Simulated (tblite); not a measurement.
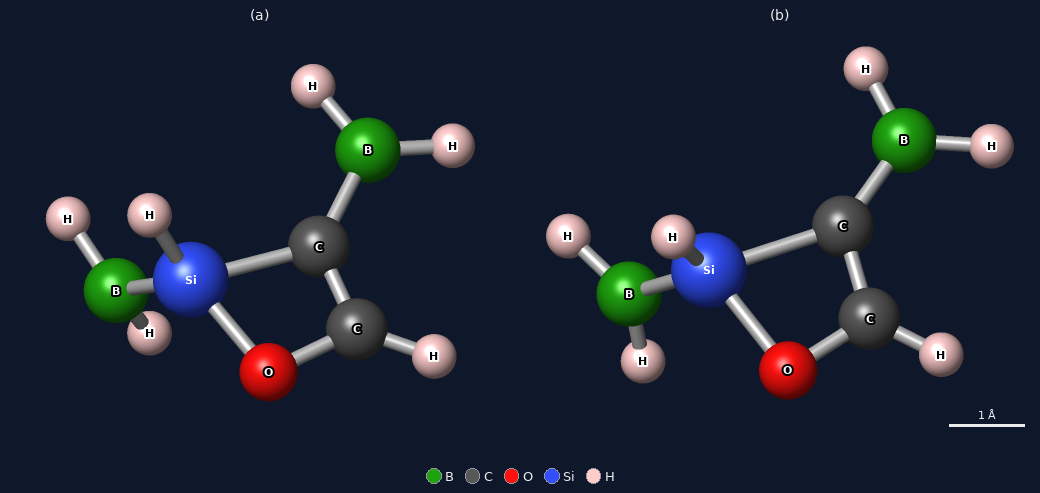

The structure of C2H6B2OSi before (left) and after (right) a relaxation, at one scale.

A ball-and-stick model, seen from a free direction.

All numbers below come from tblite, GFN2-xTB geometry optimisation, gas phase. 

Q: What changed between the two?

A: The energy falls by 112.7 kJ/mol in 81 geometry steps. An H atom moves most after the best rigid fit: 0.54 Å. Largest moves by element: H 0.54 Å, C 0.29 Å, B 0.26 Å, Si 0.18 Å, O 0.11 Å. Near-neighbour distances that change, for instance: C–Si 1.815 → 1.921 Å, O–Si 1.676 → 1.772 Å, B–C 1.575 → 1.508 Å, C–C 1.303 → 1.358 Å. Bond angles that change, for instance: O–Si–H 119.7° → 101.5°, C–C–O 96.1° → 110.0°, O–C–H 131.8° → 118.1°.
